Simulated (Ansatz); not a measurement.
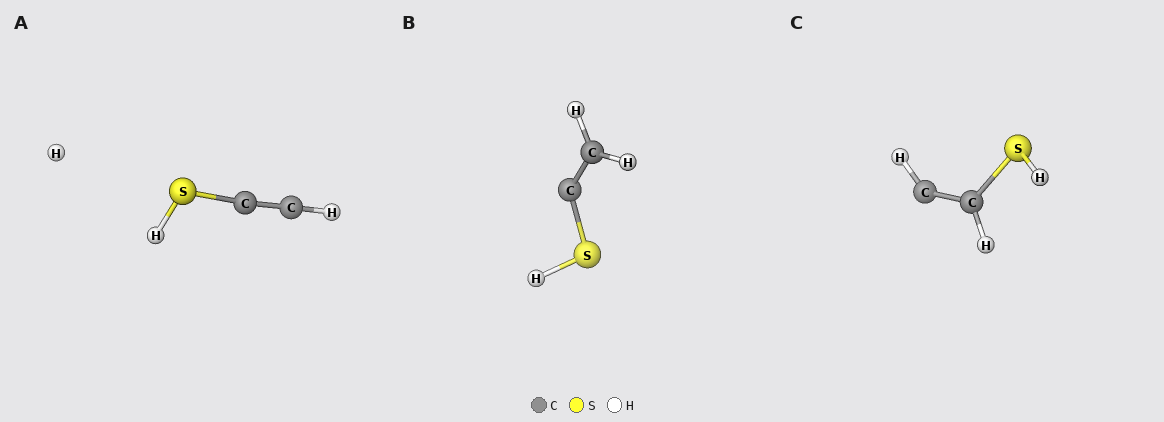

3 stationary structures of one formula. The species is neutral and a spin doublet. Geometries: PBE0-D4/def2-TZVP. Electronic energies: UHF-CCSD(T) (frozen core)/def2-TZVPP (Ansatz 0.2.0), without zero-point energy. No frequency run is at hand to confirm each as a minimum.

Which structure is the most stable?

Answer. B is lowest (C1); C lies 30.4 kJ/mol above it (C1), A lies 199.5 kJ/mol above it (C1).

The determinant isn't a pure spin state (⟨S²⟩ up to 0.96).
